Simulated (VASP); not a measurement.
Energy against volume of Fe (bcc). Level of theory: PBE GGA with D4 dispersion, VASP's PBE PAW potentials (set 64) (plane waves; VASP).

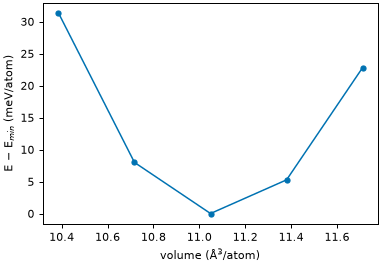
Figure. Energy against volume

Question: Estimate the equilibrium volume and the bulk modulus.

Answer: The minimum lies near 11.1 Å³/atom, and the curvature gives B0 of about 220 GPa.

Measured: bulk modulus 174 GPa at 0 K (computed value off by +24.3 %), as given by H. Levämäki et al., Physical Review B (2014), arXiv:1402.3671 [corrected for temperature and zero-point phonon effects]; a 2.853 Å at 0 K (computed value off by -1.6 %), as given by Daniel Mejia-Rodriguez et al., Physical Review B (2018), arXiv:1807.09216 [static lattice: zero-point anharmonic expansion removed].

The compound is Fe in the bcc structure. It was relaxed first, which changed the volume by -6 %.
